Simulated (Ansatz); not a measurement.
Start from GaAs in the zinc blende structure (space group F-43m, No. 216; a = 5.6667 Å).

One thing is altered: a fraction x = 0.667 of the Ga sites is given to Al, ordered in a cell of 6 atoms (starting symmetry Imm2) and fully relaxed.

Calculations: Ansatz (a first-principles code) r2SCAN, no SOC.

The zone is the changed cell's own and can be folded.

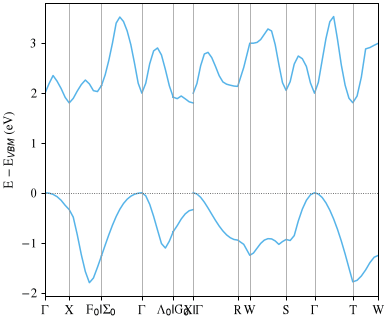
Figure. Highest valence and lowest conduction band along the path of the changed cell's own zone

Question: From the figure, how large is the changed gap, and is it direct?

Answer: About 1.8 eV, indirect, Γ → X.

Each cell is one ordered arrangement of few atoms, which overstates ordering effects compared with a random alloy. Whether these cells are dynamically stable was not tested. k-point labels follow each cell's own Brillouin zone.
